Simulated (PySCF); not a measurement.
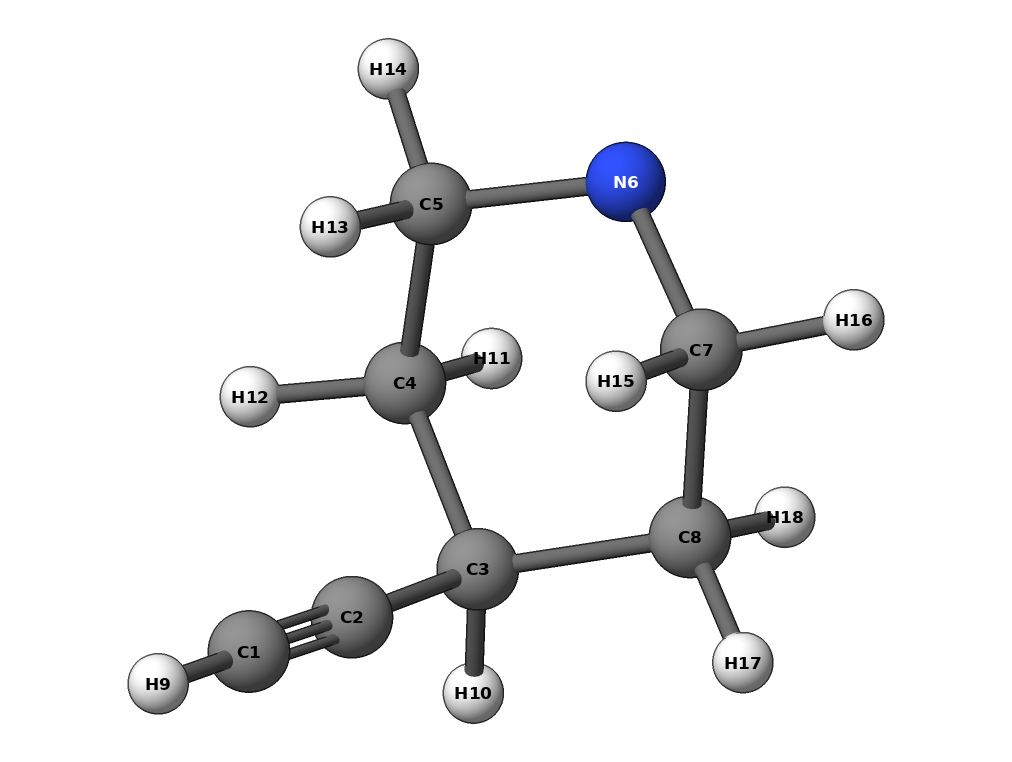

The questions are on Mulliken spin populations. Charge 0, doublet. Computed geometry: GFN2-xTB optimisation. No frequency run is at hand to confirm it as a minimum. Level of theory: UKS B3LYP, pcH-1 on C H N, non-relativistic (PySCF 2.14.0).

> Which atom carries the largest spin population?

N6 (0.89 e).

> Which atom has the lowest spin population?

C5, C7 (−0.06 e); a negative value comes from spin polarisation.

Give the Mulliken spin populations atom by atom.

```csv
atom,value (e)
C1,0.00
C2,0.00
C3,−0.01
C4,0.05
C5,−0.06
N6,0.89
C7,−0.06
C8,0.05
H9,0.00
H10,0.00
H11,0.00
H12,0.01
H13,0.06
H14,0.00
H15,0.06
H16,0.00
H17,0.00
H18,0.00
```

Mulliken values depend strongly on the basis set.
